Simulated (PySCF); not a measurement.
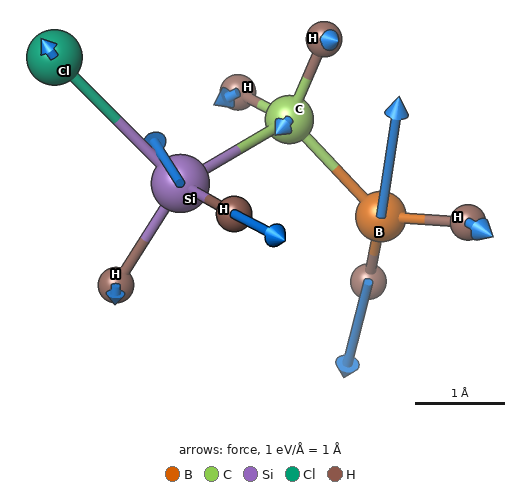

Starting geometry of CH6BClSi with the computed forces as blue arrows. A ball-and-stick model, seen at a tilt.

The start comes from GFN2-xTB. Its atoms were then displaced at random by about 0.01 Å.

Computed with PBE0-D3(BJ)/def2-SVP geometry optimisation, gas phase in PySCF. 

### What follows when this structure is relaxed?

It isn't relaxed: the largest force vector, on H atoms, is 1.58 eV/Å. The final displacements follow the starting forces only in part (cosine between the two patterns 0.61). An H atom moves most after the best rigid fit: 0.056 Å. Largest moves by element: H 0.056 Å, Cl 0.054 Å, B 0.041 Å, Si 0.027 Å, C 0.016 Å. Among the contacts that change: B–H 1.151 → 1.210 Å, H–Si 1.432 → 1.489 Å, C–Si 1.900 → 1.884 Å, B–H 1.194 → 1.210 Å. Among the angles between lasting bonds that change: H–C–H 107.3° → 110.6°, Si–C–H 106.5° → 104.2°, B–C–Si 107.0° → 109.2°. Over 6 geometry steps the energy falls by 10.7 kJ/mol.
